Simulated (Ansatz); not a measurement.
# Run report: GaH3OF, molecular dynamics (part 1 of 5)

- system: GaH3OF, multiplicity 2
- method: UKS B3LYP/def2-SVP (Ansatz 0.2.0)

It belongs to a series of runs on one base structure; here: dynamics from the highest image of the converged band. Figures and captions count atoms from 1; the log counts them from 0 in places.

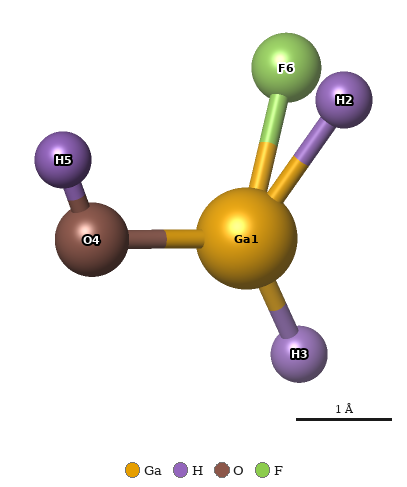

The structure as given in the input (ball-and-stick view, seen at a tilt; atoms are numbered from 1 in the order of the input). Sticks mark near contacts.

### Results in brief

- outcome: finished
- mean temperature over the second half: 425 K
- trajectory: 200 steps, 100 fs
- ensemble: nve
- temperature in the input: 100.0 K
- time step: 0.5 fs
- potential energy (last step): −57180.5572 eV
- mean-field energy (last step): −57180.5572 eV
- ⟨S²⟩ (last step): 0.750
- largest force (length of the vector) (last step): 3.134 eV/Å
- hardware: 2 threads of Arm Neoverse V1, 24 GiB of memory available, shared host
- wall time: 7.1 min (CPU time 14 min)
- peak memory: 0.19 GiB

### Notes

So short a trajectory is not equilibrated.

### The input
```yaml
crystal:
  periodic: [false, false, false]
  atoms:
    - { symbol: Ga, position_ang: [0.122037, -0.15863, 0.179587] }
    - { symbol: H, position_ang: [0.004125, -0.675765, 1.910471] }
    - { symbol: H, position_ang: [1.469018, 0.344214, -0.418577] }
    - { symbol: O, position_ang: [-1.343202, -0.35543, -0.821678] }
    - { symbol: H, position_ang: [-2.15891, -0.554785, -0.344061] }
    - { symbol: F, position_ang: [-0.343367, 0.553696, 1.987756] }
magnetization:
  spin_polarized: true
  initial_magnetization: 1
basis:
  gaussian: { orbitals: def2-SVP }
hamiltonian:
  xc: b3lyp
md:
  timestep: 0.5
  n_steps: 200
  ensemble: nve
  temperature: 100.0
  initial_velocities: maxwell_boltzmann
  seed: 5590
```

Launched with:
```bash
ansatz run input.yaml --threads 2 --pin off --max-ram 3072MiB --backend cpu --events-out ev --progress --plain --runs-dir out
```

### What the program printed
```
Engine: ansatz 0.2.0, aarch64-unknown-linux-gnu
Functional definition: B3LYP
  parameter a0 = 0.2
  parameter ax = 0.72
  parameter ac = 0.81
  exchange = (1 - a0 - ax)*slater_x + ax*b88_x + a0*exact_x
  correlation = (1 - ac)*vwn_rpa_c + ac*lyp_c
784 factors; integrals over basis functions are off by at most 3.5e-4 eV
mean field evaluation 1: about -57173.5993 eV, gradient 4.5e1 eV
mean field evaluation 2: about -57128.8979 eV, gradient 1.1e2 eV
mean field evaluation 4: about -57180.0970 eV, gradient 1.0e1 eV
mean field evaluation 8: about -57180.4493 eV, gradient 1.4e-1 eV
mean field evaluation 16: about -57180.4494 eV, gradient 4.5e-5 eV
mean field -57180.44937928 eV, -2101.3427563880 hartree, gradient 4.5e-5 eV, S^2 0.752031; 0 other end points of the search recorded, 0 dependent functions left out
the calculation of the forces begins
reference -57180.44960140 eV, -2101.3427645508 hartree; 26, 25 occupied and 49, 50 virtual orbitals, 784 factors
md step     0: t =     0.00 fs  T =   100.0 K  F+E_penalty+E_count = -57180.44937928 eV  E_kin = 0.051704 eV  conserved = -57180.39767528 eV  (28 SCF iters)
these checks for a lower state are left out or cut short: starts, cluster_reference, orbital_swaps, neighbouring_geometries, increment
784 factors; integrals over basis functions are off by at most 3.5e-4 eV
mean field -57180.44810823 eV, -2101.3427096776 hartree, gradient 7.3e-5 eV, S^2 0.752056; 0 other end points of the search recorded, 0 dependent functions left out
the calculation of the forces begins
reference -57180.44833035 eV, -2101.3427178405 hartree; 26, 25 occupied and 49, 50 virtual orbitals, 784 factors
md step     1: t =     0.50 fs  T =    97.6 K  F+E_penalty+E_count = -57180.44810823 eV  E_kin = 0.050458 eV  conserved = -57180.39764974 eV  (30 SCF iters)
[... from here on the SCF iterations and repeated set-up lines of each step are left out, up to the last step ...]
md step     2: t =     1.00 fs  T =    91.0 K  F+E_penalty+E_count = -57180.44462790 eV  E_kin = 0.047037 eV  conserved = -57180.39759093 eV  (28 SCF iters)
md step     3: t =     1.50 fs  T =    81.8 K  F+E_penalty+E_count = -57180.43983664 eV  E_kin = 0.042315 eV  conserved = -57180.39752168 eV  (29 SCF iters)
md step     4: t =     2.00 fs  T =    72.2 K  F+E_penalty+E_count = -57180.43479741 eV  E_kin = 0.037329 eV  conserved = -57180.39746827 eV  (29 SCF iters)
md step     5: t =     2.50 fs  T =    63.6 K  F+E_penalty+E_count = -57180.43033432 eV  E_kin = 0.032888 eV  conserved = -57180.39744677 eV  (29 SCF iters)
md step     6: t =     3.00 fs  T =    56.7 K  F+E_penalty+E_count = -57180.42679022 eV  E_kin = 0.029336 eV  conserved = -57180.39745377 eV  (29 SCF iters)
md step     7: t =     3.50 fs  T =    51.4 K  F+E_penalty+E_count = -57180.42407273 eV  E_kin = 0.026602 eV  conserved = -57180.39747114 eV  (28 SCF iters)
md step     8: t =     4.00 fs  T =    47.3 K  F+E_penalty+E_count = -57180.42192621 eV  E_kin = 0.024447 eV  conserved = -57180.39747893 eV  (29 SCF iters)
md step     9: t =     4.50 fs  T =    44.0 K  F+E_penalty+E_count = -57180.42023565 eV  E_kin = 0.022768 eV  conserved = -57180.39746760 eV  (29 SCF iters)
md step    10: t =     5.00 fs  T =    42.0 K  F+E_penalty+E_count = -57180.41917588 eV  E_kin = 0.021734 eV  conserved = -57180.39744198 eV  (29 SCF iters)
md step    11: t =     5.50 fs  T =    42.0 K  F+E_penalty+E_count = -57180.41914044 eV  E_kin = 0.021723 eV  conserved = -57180.39741709 eV  (28 SCF iters)
md step    12: t =     6.00 fs  T =    44.7 K  F+E_penalty+E_count = -57180.42051241 eV  E_kin = 0.023103 eV  conserved = -57180.39740953 eV  (28 SCF iters)
md step    13: t =     6.50 fs  T =    50.2 K  F+E_penalty+E_count = -57180.42340578 eV  E_kin = 0.025976 eV  conserved = -57180.39743003 eV  (28 SCF iters)
md step    14: t =     7.00 fs  T =    58.1 K  F+E_penalty+E_count = -57180.42749849 eV  E_kin = 0.030020 eV  conserved = -57180.39747859 eV  (29 SCF iters)
md step    15: t =     7.50 fs  T =    66.7 K  F+E_penalty+E_count = -57180.43203338 eV  E_kin = 0.034490 eV  conserved = -57180.39754376 eV  (29 SCF iters)
md step    16: t =     8.00 fs  T =    74.3 K  F+E_penalty+E_count = -57180.43600171 eV  E_kin = 0.038396 eV  conserved = -57180.39760562 eV  (28 SCF iters)
md step    17: t =     8.50 fs  T =    78.9 K  F+E_penalty+E_count = -57180.43845950 eV  E_kin = 0.040818 eV  conserved = -57180.39764168 eV  (27 SCF iters)
md step    18: t =     9.00 fs  T =    79.7 K  F+E_penalty+E_count = -57180.43887115 eV  E_kin = 0.041233 eV  conserved = -57180.39763786 eV  (28 SCF iters)
md step    19: t =     9.50 fs  T =    76.8 K  F+E_penalty+E_count = -57180.43732874 eV  E_kin = 0.039734 eV  conserved = -57180.39759470 eV  (29 SCF iters)
md step    20: t =    10.00 fs  T =    71.6 K  F+E_penalty+E_count = -57180.43453223 eV  E_kin = 0.037002 eV  conserved = -57180.39753015 eV  (29 SCF iters)
md step    21: t =    10.50 fs  T =    65.8 K  F+E_penalty+E_count = -57180.43150980 eV  E_kin = 0.034039 eV  conserved = -57180.39747068 eV  (27 SCF iters)
md step    22: t =    11.00 fs  T =    61.5 K  F+E_penalty+E_count = -57180.42921156 eV  E_kin = 0.031775 eV  conserved = -57180.39743615 eV  (28 SCF iters)
md step    23: t =    11.50 fs  T =    59.5 K  F+E_penalty+E_count = -57180.42819854 eV  E_kin = 0.030768 eV  conserved = -57180.39743040 eV  (28 SCF iters)
md step    24: t =    12.00 fs  T =    60.2 K  F+E_penalty+E_count = -57180.42858283 eV  E_kin = 0.031141 eV  conserved = -57180.39744138 eV  (27 SCF iters)
md step    25: t =    12.50 fs  T =    63.4 K  F+E_penalty+E_count = -57180.43020742 eV  E_kin = 0.032755 eV  conserved = -57180.39745270 eV  (27 SCF iters)
md step    26: t =    13.00 fs  T =    68.6 K  F+E_penalty+E_count = -57180.43289905 eV  E_kin = 0.035444 eV  conserved = -57180.39745483 eV  (29 SCF iters)
md step    27: t =    13.50 fs  T =    75.8 K  F+E_penalty+E_count = -57180.43661789 eV  E_kin = 0.039168 eV  conserved = -57180.39745005 eV  (28 SCF iters)
md step    28: t =    14.00 fs  T =    85.1 K  F+E_penalty+E_count = -57180.44142949 eV  E_kin = 0.043981 eV  conserved = -57180.39744830 eV  (29 SCF iters)
md step    29: t =    14.50 fs  T =    96.5 K  F+E_penalty+E_count = -57180.44735100 eV  E_kin = 0.049890 eV  conserved = -57180.39746062 eV  (27 SCF iters)
md step    30: t =    15.00 fs  T =   109.6 K  F+E_penalty+E_count = -57180.45417922 eV  E_kin = 0.056687 eV  conserved = -57180.39749241 eV  (29 SCF iters)
md step    31: t =    15.50 fs  T =   123.5 K  F+E_penalty+E_count = -57180.46140219 eV  E_kin = 0.063862 eV  conserved = -57180.39754051 eV  (29 SCF iters)
md step    32: t =    16.00 fs  T =   136.7 K  F+E_penalty+E_count = -57180.46824762 eV  E_kin = 0.070654 eV  conserved = -57180.39759364 eV  (28 SCF iters)
md step    33: t =    16.50 fs  T =   147.4 K  F+E_penalty+E_count = -57180.47386750 eV  E_kin = 0.076233 eV  conserved = -57180.39763434 eV  (35 SCF iters)
md step    34: t =    17.00 fs  T =   154.7 K  F+E_penalty+E_count = -57180.47761300 eV  E_kin = 0.079968 eV  conserved = -57180.39764520 eV  (35 SCF iters)
md step    35: t =    17.50 fs  T =   158.0 K  F+E_penalty+E_count = -57180.47930371 eV  E_kin = 0.081686 eV  conserved = -57180.39761764 eV  (35 SCF iters)
md step    36: t =    18.00 fs  T =   158.2 K  F+E_penalty+E_count = -57180.47936577 eV  E_kin = 0.081809 eV  conserved = -57180.39755646 eV  (34 SCF iters)
md step    37: t =    18.50 fs  T =   157.2 K  F+E_penalty+E_count = -57180.47874666 eV  E_kin = 0.081264 eV  conserved = -57180.39748239 eV  (28 SCF iters)
md step    38: t =    19.00 fs  T =   157.0 K  F+E_penalty+E_count = -57180.47859488 eV  E_kin = 0.081172 eV  conserved = -57180.39742274 eV  (29 SCF iters)
md step    39: t =    19.50 fs  T =   159.5 K  F+E_penalty+E_count = -57180.47984035 eV  E_kin = 0.082443 eV  conserved = -57180.39739726 eV  (29 SCF iters)
md step    40: t =    20.00 fs  T =   165.3 K  F+E_penalty+E_count = -57180.48289051 eV  E_kin = 0.085483 eV  conserved = -57180.39740746 eV  (29 SCF iters)
md step    41: t =    20.50 fs  T =   174.4 K  F+E_penalty+E_count = -57180.48760419 eV  E_kin = 0.090167 eV  conserved = -57180.39743731 eV  (29 SCF iters)
md step    42: t =    21.00 fs  T =   185.8 K  F+E_penalty+E_count = -57180.49353192 eV  E_kin = 0.096067 eV  conserved = -57180.39746490 eV  (29 SCF iters)
md step    43: t =    21.50 fs  T =   198.8 K  F+E_penalty+E_count = -57180.50024974 eV  E_kin = 0.102774 eV  conserved = -57180.39747605 eV  (29 SCF iters)
md step    44: t =    22.00 fs  T =   213.0 K  F+E_penalty+E_count = -57180.50758172 eV  E_kin = 0.110111 eV  conserved = -57180.39747033 eV  (29 SCF iters)
md step    45: t =    22.50 fs  T =   228.5 K  F+E_penalty+E_count = -57180.51560977 eV  E_kin = 0.118151 eV  conserved = -57180.39745916 eV  (29 SCF iters)
md step    46: t =    23.00 fs  T =   245.7 K  F+E_penalty+E_count = -57180.52450133 eV  E_kin = 0.127043 eV  conserved = -57180.39745802 eV  (29 SCF iters)
md step    47: t =    23.50 fs  T =   264.6 K  F+E_penalty+E_count = -57180.53427182 eV  E_kin = 0.136794 eV  conserved = -57180.39747802 eV  (35 SCF iters)
md step    48: t =    24.00 fs  T =   284.5 K  F+E_penalty+E_count = -57180.54460825 eV  E_kin = 0.147087 eV  conserved = -57180.39752132 eV  (31 SCF iters)
md step    49: t =    24.50 fs  T =   304.1 K  F+E_penalty+E_count = -57180.55483666 eV  E_kin = 0.157258 eV  conserved = -57180.39757908 eV  (32 SCF iters)
md step    50: t =    25.00 fs  T =   321.9 K  F+E_penalty+E_count = -57180.56406206 eV  E_kin = 0.166429 eV  conserved = -57180.39763350 eV  (32 SCF iters)
md step    51: t =    25.50 fs  T =   336.1 K  F+E_penalty+E_count = -57180.57144755 eV  E_kin = 0.173783 eV  conserved = -57180.39766407 eV  (32 SCF iters)
md step    52: t =    26.00 fs  T =   346.0 K  F+E_penalty+E_count = -57180.57653844 eV  E_kin = 0.178884 eV  conserved = -57180.39765463 eV  (32 SCF iters)
md step    53: t =    26.50 fs  T =   351.8 K  F+E_penalty+E_count = -57180.57950361 eV  E_kin = 0.181900 eV  conserved = -57180.39760355 eV  (32 SCF iters)
md step    54: t =    27.00 fs  T =   355.2 K  F+E_penalty+E_count = -57180.58115857 eV  E_kin = 0.183633 eV  conserved = -57180.39752594 eV  (31 SCF iters)
md step    55: t =    27.50 fs  T =   358.3 K  F+E_penalty+E_count = -57180.58272328 eV  E_kin = 0.185274 eV  conserved = -57180.39744949 eV  (31 SCF iters)
md step    56: t =    28.00 fs  T =   363.6 K  F+E_penalty+E_count = -57180.58539461 eV  E_kin = 0.187994 eV  conserved = -57180.39740057 eV  (30 SCF iters)
md step    57: t =    28.50 fs  T =   372.4 K  F+E_penalty+E_count = -57180.58993834 eV  E_kin = 0.192547 eV  conserved = -57180.39739172 eV  (31 SCF iters)
md step    58: t =    29.00 fs  T =   385.0 K  F+E_penalty+E_count = -57180.59650041 eV  E_kin = 0.199084 eV  conserved = -57180.39741614 eV  (30 SCF iters)
md step    59: t =    29.50 fs  T =   400.8 K  F+E_penalty+E_count = -57180.60470913 eV  E_kin = 0.207254 eV  conserved = -57180.39745502 eV  (30 SCF iters)
md step    60: t =    30.00 fs  T =   418.7 K  F+E_penalty+E_count = -57180.61396239 eV  E_kin = 0.216472 eV  conserved = -57180.39749004 eV  (30 SCF iters)
md step    61: t =    30.50 fs  T =   437.5 K  F+E_penalty+E_count = -57180.62371204 eV  E_kin = 0.226200 eV  conserved = -57180.39751186 eV  (30 SCF iters)
md step    62: t =    31.00 fs  T =   456.6 K  F+E_penalty+E_count = -57180.63360869 eV  E_kin = 0.236086 eV  conserved = -57180.39752288 eV  (31 SCF iters)
md step    63: t =    31.50 fs  T =   475.7 K  F+E_penalty+E_count = -57180.64347552 eV  E_kin = 0.245945 eV  conserved = -57180.39753099 eV  (31 SCF iters)
md step    64: t =    32.00 fs  T =   494.4 K  F+E_penalty+E_count = -57180.65318206 eV  E_kin = 0.255638 eV  conserved = -57180.39754453 eV  (31 SCF iters)
md step    65: t =    32.50 fs  T =   512.4 K  F+E_penalty+E_count = -57180.66250887 eV  E_kin = 0.264941 eV  conserved = -57180.39756815 eV  (32 SCF iters)
md step    66: t =    33.00 fs  T =   528.9 K  F+E_penalty+E_count = -57180.67108000 eV  E_kin = 0.273481 eV  conserved = -57180.39759888 eV  (32 SCF iters)
md step    67: t =    33.50 fs  T =   543.1 K  F+E_penalty+E_count = -57180.67840808 eV  E_kin = 0.280781 eV  conserved = -57180.39762729 eV  (32 SCF iters)
md step    68: t =    34.00 fs  T =   553.9 K  F+E_penalty+E_count = -57180.68404521 eV  E_kin = 0.286405 eV  conserved = -57180.39764027 eV  (32 SCF iters)
md step    69: t =    34.50 fs  T =   561.2 K  F+E_penalty+E_count = -57180.68779115 eV  E_kin = 0.290165 eV  conserved = -57180.39762656 eV  (32 SCF iters)
md step    70: t =    35.00 fs  T =   565.3 K  F+E_penalty+E_count = -57180.68986709 eV  E_kin = 0.292283 eV  conserved = -57180.39758374 eV  (32 SCF iters)
md step    71: t =    35.50 fs  T =   567.5 K  F+E_penalty+E_count = -57180.69094790 eV  E_kin = 0.293425 eV  conserved = -57180.39752282 eV  (32 SCF iters)
md step    72: t =    36.00 fs  T =   569.6 K  F+E_penalty+E_count = -57180.69198786 eV  E_kin = 0.294522 eV  conserved = -57180.39746595 eV  (31 SCF iters)
md step    73: t =    36.50 fs  T =   573.3 K  F+E_penalty+E_count = -57180.69388015 eV  E_kin = 0.296444 eV  conserved = -57180.39743620 eV  (31 SCF iters)
md step    74: t =    37.00 fs  T =   579.6 K  F+E_penalty+E_count = -57180.69710656 eV  E_kin = 0.299661 eV  conserved = -57180.39744507 eV  (31 SCF iters)
md step    75: t =    37.50 fs  T =   588.1 K  F+E_penalty+E_count = -57180.70156657 eV  E_kin = 0.304082 eV  conserved = -57180.39748477 eV  (30 SCF iters)
md step    76: t =    38.00 fs  T =   597.9 K  F+E_penalty+E_count = -57180.70668465 eV  E_kin = 0.309149 eV  conserved = -57180.39753546 eV  (30 SCF iters)
md step    77: t =    38.50 fs  T =   607.6 K  F+E_penalty+E_count = -57180.71171404 eV  E_kin = 0.314138 eV  conserved = -57180.39757651 eV  (31 SCF iters)
md step    78: t =    39.00 fs  T =   615.9 K  F+E_penalty+E_count = -57180.71605507 eV  E_kin = 0.318458 eV  conserved = -57180.39759714 eV  (30 SCF iters)
md step    79: t =    39.50 fs  T =   622.4 K  F+E_penalty+E_count = -57180.71942168 eV  E_kin = 0.321822 eV  conserved = -57180.39759997 eV  (31 SCF iters)
md step    80: t =    40.00 fs  T =   627.0 K  F+E_penalty+E_count = -57180.72180339 eV  E_kin = 0.324207 eV  conserved = -57180.39759657 eV  (31 SCF iters)
md step    81: t =    40.50 fs  T =   629.9 K  F+E_penalty+E_count = -57180.72328599 eV  E_kin = 0.325686 eV  conserved = -57180.39759985 eV  (29 SCF iters)
md step    82: t =    41.00 fs  T =   631.0 K  F+E_penalty+E_count = -57180.72384737 eV  E_kin = 0.326230 eV  conserved = -57180.39761773 eV  (29 SCF iters)
md step    83: t =    41.50 fs  T =   629.7 K  F+E_penalty+E_count = -57180.72323301 eV  E_kin = 0.325585 eV  conserved = -57180.39764847 eV  (29 SCF iters)
md step    84: t =    42.00 fs  T =   625.3 K  F+E_penalty+E_count = -57180.72097539 eV  E_kin = 0.323293 eV  conserved = -57180.39768198 eV  (29 SCF iters)
md step    85: t =    42.50 fs  T =   616.7 K  F+E_penalty+E_count = -57180.71655717 eV  E_kin = 0.318856 eV  conserved = -57180.39770148 eV  (29 SCF iters)
md step    86: t =    43.00 fs  T =   603.4 K  F+E_penalty+E_count = -57180.70967217 eV  E_kin = 0.311982 eV  conserved = -57180.39769057 eV  (28 SCF iters)
md step    87: t =    43.50 fs  T =   585.7 K  F+E_penalty+E_count = -57180.70048074 eV  E_kin = 0.302839 eV  conserved = -57180.39764152 eV  (28 SCF iters)
md step    88: t =    44.00 fs  T =   565.1 K  F+E_penalty+E_count = -57180.68973156 eV  E_kin = 0.292171 eV  conserved = -57180.39756090 eV  (28 SCF iters)
md step    89: t =    44.50 fs  T =   543.8 K  F+E_penalty+E_count = -57180.67865286 eV  E_kin = 0.281181 eV  conserved = -57180.39747168 eV  (28 SCF iters)
md step    90: t =    45.00 fs  T =   524.5 K  F+E_penalty+E_count = -57180.66860475 eV  E_kin = 0.271201 eV  conserved = -57180.39740389 eV  (28 SCF iters)
md step    91: t =    45.50 fs  T =   509.1 K  F+E_penalty+E_count = -57180.66062824 eV  E_kin = 0.263249 eV  conserved = -57180.39737965 eV  (27 SCF iters)
md step    92: t =    46.00 fs  T =   498.4 K  F+E_penalty+E_count = -57180.65511189 eV  E_kin = 0.257710 eV  conserved = -57180.39740184 eV  (27 SCF iters)
md step    93: t =    46.50 fs  T =   491.8 K  F+E_penalty+E_count = -57180.65174789 eV  E_kin = 0.254294 eV  conserved = -57180.39745352 eV  (27 SCF iters)
md step    94: t =    47.00 fs  T =   487.9 K  F+E_penalty+E_count = -57180.64978548 eV  E_kin = 0.252277 eV  conserved = -57180.39750872 eV  (28 SCF iters)
md step    95: t =    47.50 fs  T =   485.2 K  F+E_penalty+E_count = -57180.64842220 eV  E_kin = 0.250876 eV  conserved = -57180.39754627 eV  (28 SCF iters)
md step    96: t =    48.00 fs  T =   482.7 K  F+E_penalty+E_count = -57180.64712436 eV  E_kin = 0.249566 eV  conserved = -57180.39755810 eV  (28 SCF iters)
md step    97: t =    48.50 fs  T =   480.0 K  F+E_penalty+E_count = -57180.64574822 eV  E_kin = 0.248199 eV  conserved = -57180.39754920 eV  (28 SCF iters)
md step    98: t =    49.00 fs  T =   477.6 K  F+E_penalty+E_count = -57180.64445933 eV  E_kin = 0.246927 eV  conserved = -57180.39753252 eV  (28 SCF iters)
md step    99: t =    49.50 fs  T =   475.8 K  F+E_penalty+E_count = -57180.64353477 eV  E_kin = 0.246014 eV  conserved = -57180.39752044 eV  (28 SCF iters)
md step   100: t =    50.00 fs  T =   475.1 K  F+E_penalty+E_count = -57180.64316432 eV  E_kin = 0.245644 eV  conserved = -57180.39752021 eV  (28 SCF iters)
md step   101: t =    50.50 fs  T =   475.4 K  F+E_penalty+E_count = -57180.64333636 eV  E_kin = 0.245805 eV  conserved = -57180.39753124 eV  (28 SCF iters)
md step   102: t =    51.00 fs  T =   476.4 K  F+E_penalty+E_count = -57180.64385355 eV  E_kin = 0.246309 eV  conserved = -57180.39754450 eV  (28 SCF iters)
md step   103: t =    51.50 fs  T =   477.6 K  F+E_penalty+E_count = -57180.64447415 eV  E_kin = 0.246927 eV  conserved = -57180.39754722 eV  (28 SCF iters)
md step   104: t =    52.00 fs  T =   478.9 K  F+E_penalty+E_count = -57180.64511504 eV  E_kin = 0.247586 eV  conserved = -57180.39752910 eV  (27 SCF iters)
md step   105: t =    52.50 fs  T =   480.7 K  F+E_penalty+E_count = -57180.64601404 eV  E_kin = 0.248524 eV  conserved = -57180.39748962 eV  (28 SCF iters)
md step   106: t =    53.00 fs  T =   484.1 K  F+E_penalty+E_count = -57180.64773956 eV  E_kin = 0.250298 eV  conserved = -57180.39744136 eV  (27 SCF iters)
md step   107: t =    53.50 fs  T =   490.5 K  F+E_penalty+E_count = -57180.65099648 eV  E_kin = 0.253590 eV  conserved = -57180.39740636 eV  (27 SCF iters)
md step   108: t =    54.00 fs  T =   500.7 K  F+E_penalty+E_count = -57180.65629195 eV  E_kin = 0.258887 eV  conserved = -57180.39740456 eV  (27 SCF iters)
```
